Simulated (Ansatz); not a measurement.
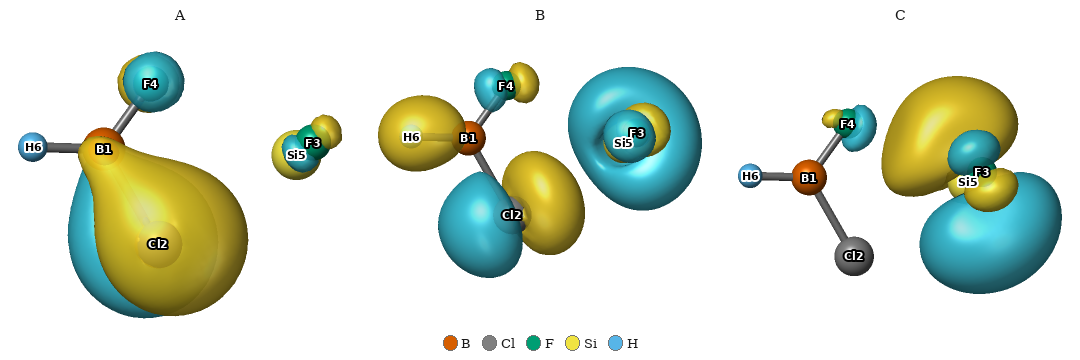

BClF₂HSi (charge +1). Three frontier orbitals at ±0.1 Å⁻³ᐟ² (yellow and cyan are the two phases), in no order.

Geometry: B3LYP-D3(BJ)/def2-SVP.

The calculation used Ansatz 0.2.0, isolated molecule in a Gaussian basis; Kohn-Sham density functional theory, functional PBE0.

| atom | x (Å) | y (Å) | z (Å) |
| --- | --- | --- | --- |
| B | -1.5396 | -0.1957 | -0.5939 |
| Cl | -1.5490 | -0.2664 | 1.2002 |
| F | 1.6329 | -0.1534 | 0.9124 |
| F | -0.4838 | -0.7858 | -1.1253 |
| Si | 0.8508 | -1.5278 | 1.0678 |
| H | -2.4121 | 0.3309 | -1.2070 |

Which picture is the HOMO−1, the HOMO and the LUMO?

Answer. A is the HOMO−1 (−15.77 eV). By Hirshfeld shares it lies mainly on Cl2 (about 85 %); largely a lone pair of Cl2. B is the HOMO (−14.83 eV). By Hirshfeld shares it lies mainly on Si5 (about 40 %), Cl2 (about 40 %) and B1 (about 5 %). C is the LUMO (−8.50 eV). Its weight (Hirshfeld) is mainly on Si5 (about 85 %) and F3 (about 5 %).

What is the HOMO–LUMO gap?

Answer. 6.33 eV between the orbital energies.
